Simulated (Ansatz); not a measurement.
Band structure of V3Si (Pm-3n, 8 atoms in the cell).

```yaml
crystal:
  lattice:
    - [4.73518, 0.00000, 0.00000]
    - [0.00000, 4.73518, 0.00000]
    - [0.00000, 0.00000, 4.73518]
  atoms:
    - { symbol: V, position: [0.25000, 0.00000, 0.50000], spin: 2.0 }
    - { symbol: V, position: [0.75000, 0.00000, 0.50000], spin: 2.0 }
    - { symbol: V, position: [0.50000, 0.75000, 0.00000], spin: 2.0 }
    - { symbol: V, position: [0.50000, 0.25000, 0.00000], spin: 2.0 }
    - { symbol: V, position: [0.00000, 0.50000, 0.75000], spin: 2.0 }
    - { symbol: V, position: [0.00000, 0.50000, 0.25000], spin: 2.0 }
    - { symbol: Si, position: [0.00000, 0.00000, 0.00000] }
    - { symbol: Si, position: [0.50000, 0.50000, 0.50000] }
```
(The spins are starting values, not results.)

Computed with PBE (plane waves, PAW; Ansatz, a quantum-chemistry and plane-wave program).

Settings: basis.ecutwfc = 420 eV; kpoints.mp_grid.grid = 5 5 5; hamiltonian.xc = pbe; hamiltonian.pseudopotentials = {kind: paw} (the program's default PAW files); magnetization.spin_polarized = true; scf.occupations.method = cold; scf.occupations.width = 0.136 eV; kpoints.band_path.npoints = 16.

The starting cell comes from a database of computed structures (which also holds hypothetical and non-ambient phases and stackings), without a prior relaxation at this level. Its lattice was rescaled by a random factor within 2.5 % of one. The starting moments vanished: the run ended non-magnetic, which need not be the lowest state. The program warned that a starting moment was not kept.

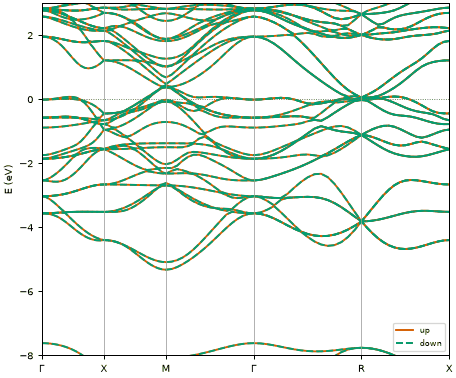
*Bands along the path, energies from the Fermi level.*

Levels in eV from the Fermi level, bands 40 to 47 of the first spin channel:
```csv
point,40,41,42,43,44,45,46,47
Γ,-0.57,-0.57,-0.57,-0.01,-0.01,1.96,1.96,1.96
X,-0.78,-0.66,-0.66,-0.45,-0.45,1.21,1.21,1.82
M,-0.07,-0.01,0.38,0.38,0.44,0.44,0.48,0.68
R,-0.03,-0.03,-0.03,0.05,0.05,0.05,0.05,0.05
```

Bands cross the Fermi level along this path, so the cell is metallic at this level.

The net moment of the cell came out as 0.00 μB.

Keys are those of Ansatz 0.2.
